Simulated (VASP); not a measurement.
Band structure of BN (space group P6_3/mmc). Calculation: modified Becke-Johnson potential (mBJ), VASP's PBE PAW potentials (set 64) (plane waves; VASP 6.6.1).

mBJ is a potential without an energy functional, so only the levels count. Without a dispersion term in the relaxation, distances and binding between the weakly bound layers, chains or molecules are unreliable, and so is what depends on them.

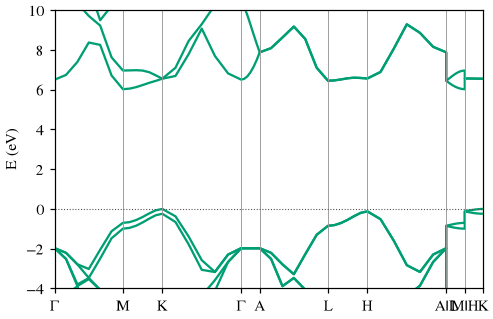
Fig. 1. Bands along high-symmetry lines, zero at the valence-band maximum or, without a gap, the Fermi level

**Question.** Read the plot: is there a gap, and where are the band edges?

**Answer.** The gap is indirect, 6.03 eV, from the valence maximum at K to the conduction minimum at M.

The structure comes from a computed database's BN entry (P6_3/mmc); how it stands against other phases isn't given here. It was relaxed first, which changed the volume by +10 %. The cell's shape comes from a PBE relaxation.
